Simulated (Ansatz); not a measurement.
The starting structures come from a database of crystals and need not be the phases stable at ambient conditions.

 Where the default PAW files enter, the runs use the earlier of Ansatz's two default sets.

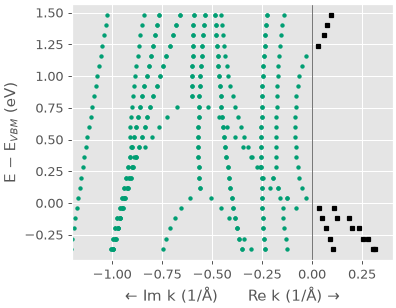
Fig. 1. Complex bands at the centre of the two-dimensional zone; r2SCAN (Ansatz, an electronic-structure program)

No gap correction and no spin-orbit coupling; mid-gap values are interpolated between computed energies.

Task: This is CdTe (P6_3mc, wurtzite, not sure to be the ambient phase, 4 atoms a cell, 35.3 Å³ an atom) along the normal of (111). Read off the slowest decay at the centre of the two-dimensional zone at 0.60 eV, the computed energy nearest the middle of the gap.

Result: κ ≈ 0.09 1/Å, a decay length 1/(2κ) of the density of 5.9 Å.
